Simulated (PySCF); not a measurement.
# How the numerical set-up moves the result for GaN (triplet)

Which parts of the numerical set-up matter for GaN (triplet)? Each run edits the base script.

Method: method and basis as typed in the scripts; program: PySCF 2.14.0.

4 further runs of the same task are left out: 4 that didn't finish.

### 1 Where the work starts

GaN (triplet): 2 atoms, charge 0, spin multiplicity 3.

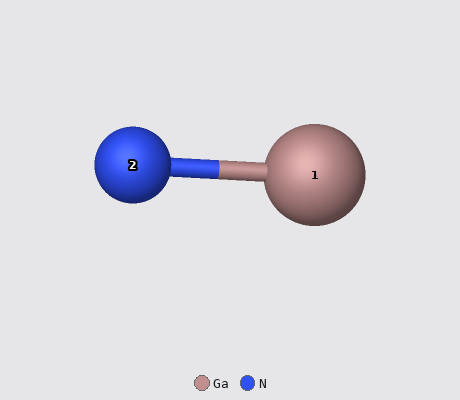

Start geometry, drawn with gallium pink, nitrogen blue; atoms are numbered from 1 in the order of the file.

### 2 The base run

input.py

```python
from pyscf import gto, dft

mol = gto.M(
    atom='Ga 0 0 0; N 0 0 1.953',
    basis='pcseg-1',
    charge=0,
    spin=2,
    verbose=3,
)
mf = dft.ROKS(mol, xc='olyp')
mf = mf.newton()
mf.kernel()
g = mf.nuc_grad_method()
g.grid_response = True
g.kernel()
mf.dip_moment()
print('orbital energies (hartree):', mf.mo_energy[..., max(0, mol.nelec[1]-3):mol.nelec[0]+3].round(4))
```

Run with:

```console
$ OMP_NUM_THREADS=1 python input.py
```

Its log is not repeated here.

It gives: E(SCF) = -1979.790913 Eh, μ = 2.90 D, gradient on the second atom 0.0180 Eh/bohr.

The bond length is a typed value, not an optimised one. The triplet is typed in the script; nothing here shows that it is the ground state.

### 3 Def2-svpd

Variant 1 changes basis set: pcseg-1 → def2-svpd.

input.py

```python
from pyscf import gto, dft

mol = gto.M(
    atom='Ga 0 0 0; N 0 0 1.953',
    basis='def2-svpd',
    charge=0,
    spin=2,
    verbose=3,
)
mf = dft.ROKS(mol, xc='olyp')
mf = mf.newton()
mf.kernel()
g = mf.nuc_grad_method()
g.grid_response = True
g.kernel()
mf.dip_moment()
print('orbital energies (hartree):', mf.mo_energy[..., max(0, mol.nelec[1]-3):mol.nelec[0]+3].round(4))
```

Run with:

```console
$ OMP_NUM_THREADS=1 python input.py
```

### 4 6-31g

Variant 2 changes basis set: pcseg-1 → 6-31g.

input.py, as its differences from that of step 2:

```diff
@@ -4,3 +4,3 @@
     atom='Ga 0 0 0; N 0 0 1.953',
-    basis='pcseg-1',
+    basis='6-31g',
     charge=0,
```

### 5 Jorge-dzp

Variant 3 changes basis set: pcseg-1 → jorge-dzp.

input.py, as its differences from that of step 2:

```diff
@@ -4,3 +4,3 @@
     atom='Ga 0 0 0; N 0 0 1.953',
-    basis='pcseg-1',
+    basis='jorge-dzp',
     charge=0,
```

### 6 Cartesian functions on

Variant 4 changes Cartesian functions: off → on.

input.py, as its differences from that of step 2:

```diff
@@ -7,2 +7,3 @@
     spin=2,
+    cart=True,
     verbose=3,
```

### 7 Integration grid (99, 590)

Variant 5 changes integration grid: default → (99, 590).

input.py, as its differences from that of step 2:

```diff
@@ -10,2 +10,3 @@
 mf = dft.ROKS(mol, xc='olyp')
+mf.grids.atom_grid = (99, 590)
 mf = mf.newton()
```

Q: Predict the outcome of this session. Wanted: for each run, E(SCF); from base; SCF dipole.

The runs gave:

```tsv
run	E(SCF) (hartree)	from base (eV)	SCF dipole (D)	functions
base	-1979.790913	0	2.90	41
def2-svpd	-1979.722037	+1.8742	2.91	58
6-31g	-1979.654280	+3.7180	2.67	36
jorge-dzp	-1979.943803	-4.1604	2.84	58
Cartesian functions on	-1979.805019	-0.3838	2.89	n/a
integration grid (99, 590)	-1979.790913	0.0000	2.90	41
```

In words: With integration grid (99, 590) the SCF ends at the base energy. Of the runs whose energies can be compared, “jorge-dzp” moves the SCF energy most (-4.160 eV). def2-svpd (58 functions) gives an energy 1.87 eV higher than pcseg-1 (41); size alone doesn't order basis sets of different families. 6-31g (36 functions) gives an energy 3.72 eV higher than pcseg-1 (41). jorge-dzp (58 functions) gives an energy 4.16 eV lower than pcseg-1 (41).
